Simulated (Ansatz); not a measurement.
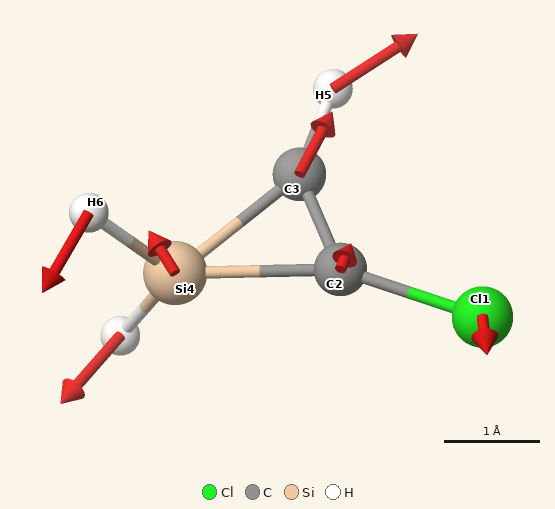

A relaxation of C2H3ClSi (coarse preliminary run). The starting structure is drawn; red arrows show the displacements, magnified 5 times. The two geometries are superimposed by the best rigid fit.

The picture is a ball-and-stick view, seen at a tilt.

The start comes from a force field.

These are results of RKS PBE-D4/def2-SVP (Ansatz), not measurements.

The input:
```yaml
crystal:
  periodic: [false, false, false]
  atoms:
    - {symbol: Cl, position_ang: [-1.102000, -2.304800, 0.438100]}
    - {symbol: C, position_ang: [-0.432100, -0.823000, 0.147600]}
    - {symbol: C, position_ang: [0.701000, -0.288700, 0.403100]}
    - {symbol: Si, position_ang: [-0.281000, 0.815700, -0.475600]}
    - {symbol: H, position_ang: [1.667300, -0.512100, 0.870700]}
    - {symbol: H, position_ang: [-0.717600, 1.972800, 0.390100]}
    - {symbol: H, position_ang: [0.225600, 1.072100, -1.819700]}
basis:
  gaussian: {orbitals: def2-SVP}
hamiltonian: {xc: pbe, dispersion: d4}
relax: {f_tol: 0.03, max_steps: 200}
```

**Describe the change and its energy.**

After 4 accepted moves (5 points after the start) the energy has fallen by 0.661 eV. The largest force component goes from 5.4 to 0.029 eV/Å. The line search rejected the trial step at point 4 of the run. H7 moves most after the best rigid fit: 0.22 Å. By element the largest moves are H 0.22 Å, C 0.17 Å, Si 0.11 Å, Cl 0.10 Å. Near-neighbour distances that change, for instance: C3–Si4 1.719 → 1.850 Å, C2–Si4 1.760 → 1.837 Å, Cl1–C2 1.652 → 1.719 Å, C2–C3 1.279 → 1.344 Å. Bond angles that change, for instance: C3–Si4–H6 111.4° → 121.4°, C3–Si4–H7 112.7° → 121.3°, H6–Si4–H7 119.6° → 111.8°.
